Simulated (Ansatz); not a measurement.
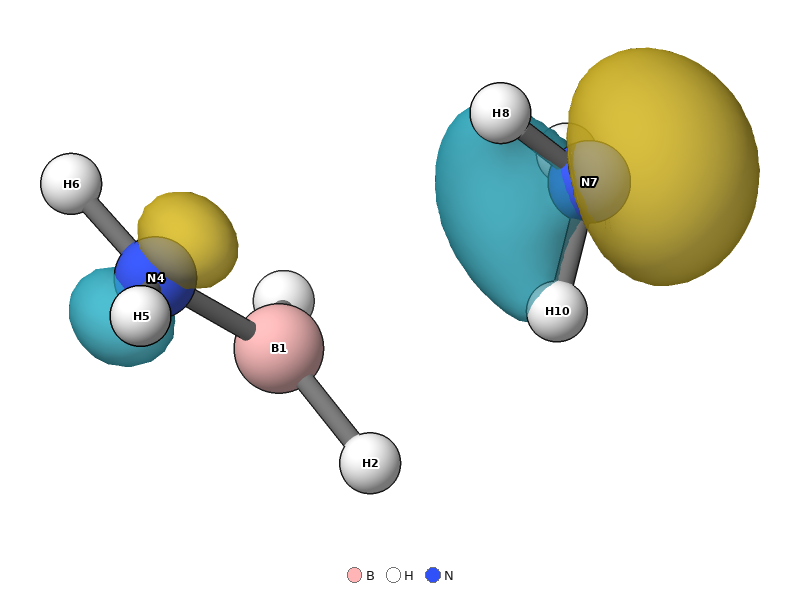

Figure. BH$_{4}$N···NH$_{3}$. The HOMO at ±0.2 Å⁻³ᐟ² (yellow and cyan are the two phases), seen at an oblique angle.

Not at a stationary point (largest force 0.9 eV/Å).

The calculation used Ansatz 0.2.0, RKS B3LYP/def2-SVP.

```xyz
10

B    -0.1120   -0.1206   -0.0754
H    -0.1365   -0.4928    1.0617
H     0.9162    0.2417   -0.5908
N    -1.2700   -0.2079   -0.8466
H    -2.1567   -0.5442   -0.4883
H    -1.3069    0.0573   -1.8242
N    -0.2198    2.2444    1.3411
H    -1.0030    2.3006    0.6905
H     0.6266    2.3631    0.7844
H    -0.1976    1.2665    1.6849
```

Q: Where does this orbital lie, and at what energy?

A: By Hirshfeld shares it lies mainly on N7 (about 70 %) and N4 (about 10 %); largely a lone pair of N7. Its energy is −6.79 eV.
